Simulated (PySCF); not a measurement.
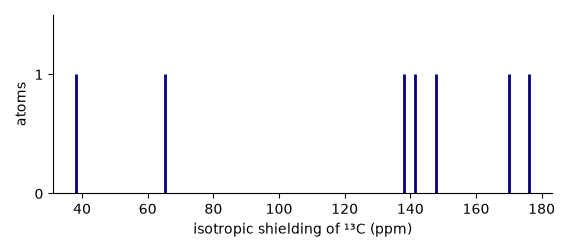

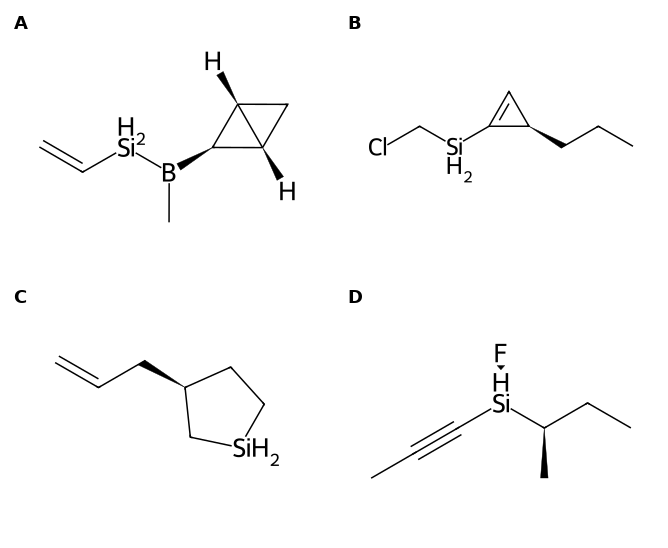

The sticks are computed shieldings of one of the molecules, for one fixed geometry (GFN2-xTB) without averaging over rotations. Low shielding means a high chemical shift. Method: GIAO PBE0/pcSseg-1 NMR shielding, non-relativistic, gas phase (PySCF 2.14.0).

Question: Which molecule gives this pattern?

Answer: C, `C=CC[C@H]1CC[SiH2]C1`. Its 7 C atoms give lines at 38.1, 65.4, 138.0, 141.6, 147.7, 169.9, 176.3 ppm.

The geometry is semi-empirical. Around B, Si such bond lengths and angles can be off by a tenth of an ångström or more and by several degrees, and values that hang on the shape move with them.
